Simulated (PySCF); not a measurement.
Molecule: C4H12GeOSi, SMILES [GeH3]/[CH]=C/[Si](C)(C)O. Atoms near the plane z = 0.0 Å, at the GFN2-xTB optimised geometry (x, y, z in Å): Si1 (2.3, 0.3, 1.0), O4 (2.9, 0.8, -0.5), C5 (0.4, 0.3, 0.9), C6 (-0.4, 0.8, 0.0), Ge7 (-2.3, 0.8, 0.0), H8 (2.5, -2.2, 0.7), H16 (0.1, 1.3, -0.8), H19 (-2.9, 2.2, 0.0).

Computed with PySCF 2.14.0 with PBE0/def2-SVP. Cells within 0.4 Å of a nucleus heavier than hydrogen are left out (blank, or x). The values are rescaled to run from 0 to 1.

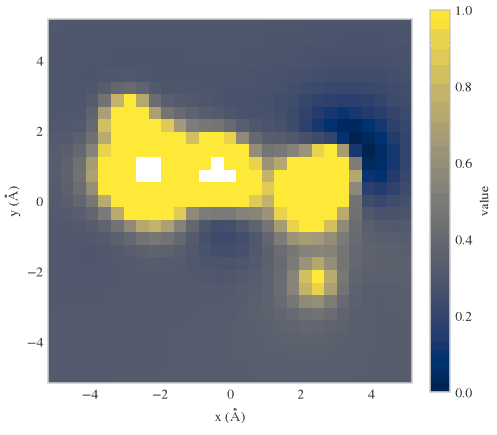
*a field on the plane z = 0.0 Å.*

Problem. Which quantity is mapped?
(A) deformation density (molecule minus spherical neutral atoms)
(B) an orbital amplitude
(C) electron localisation function
(D) electrostatic potential

Solution. D, electrostatic potential. In full: electrostatic potential (hartree/e), clipped to [-0.08, 0.12].
